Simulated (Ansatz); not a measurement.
SnTe (rock salt)

```cif
data_SnTe
_chemical_formula_sum 'Te1 Sn1'
_space_group_name_H-M_alt 'P 1'
_space_group_IT_number 1
_cell_length_a 4.50441
_cell_length_b 4.50441
_cell_length_c 4.50441
_cell_angle_alpha 60.000
_cell_angle_beta 60.000
_cell_angle_gamma 60.000
loop_
_space_group_symop_operation_xyz
  'x, y, z'
loop_
_atom_site_label
_atom_site_type_symbol
_atom_site_fract_x
_atom_site_fract_y
_atom_site_fract_z
_atom_site_occupancy
Te1 Te 0.00000 0.00000 0.00000 1
Sn1 Sn 0.50000 0.50000 0.50000 1
```

This relaxed cell (volume V₀) is scaled evenly in all directions, its shape held. Symmetry pins the atoms to their sites.

All values below come from r2SCAN (plane waves to 500 eV, PAW, scalar-relativistic; Ansatz, a quantum-chemistry and plane-wave program). k mesh 9×9×9 (Γ-centred), Fermi-Dirac smearing 0.05 eV. Energies are smeared free energies. Compression counts positive. SnTe was relaxed with its symmetry unable to fall. Spin-orbit coupling is left out, though Te is heavy. ΔE is measured from the relaxed starting cell.

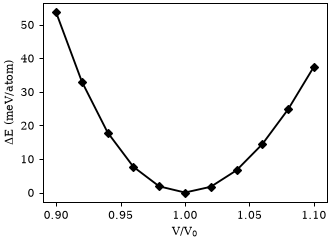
Figure: ΔE (meV/atom) against V/V₀; computed points joined by lines.

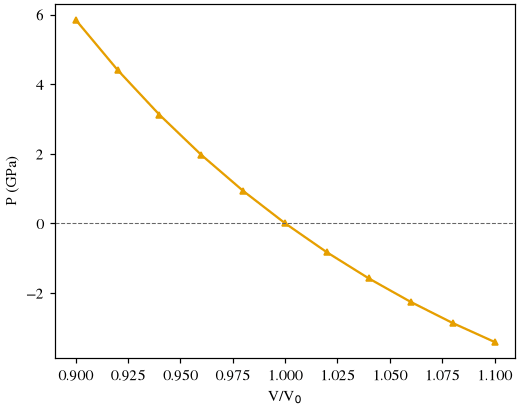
P (GPa) against V/V₀; computed points joined by lines.

The energy cost of the largest expansion is 37.4 meV/atom and the equilibrium volume of the fit comes out as 32.31 Å³/atom. The bulk modulus B₀ (third-order Birch-Murnaghan fit) comes out as 44.1 GPa and the pressure at the smallest volume is 5.85 GPa. The energy cost of the largest compression comes out as 53.6 meV/atom.

Check by three points about V = 32.312 Å³/atom, step 0.646: d²E/dV² ≈ (1.8 − 2·0.0 + 1.7) meV / 0.646² = 0.00838 eV/Å⁶, and V·d²E/dV² × 160.2 = 43.4 GPa.

(Under strain, the slope of the energy per volume gives the stress and its curvature an elastic modulus.)
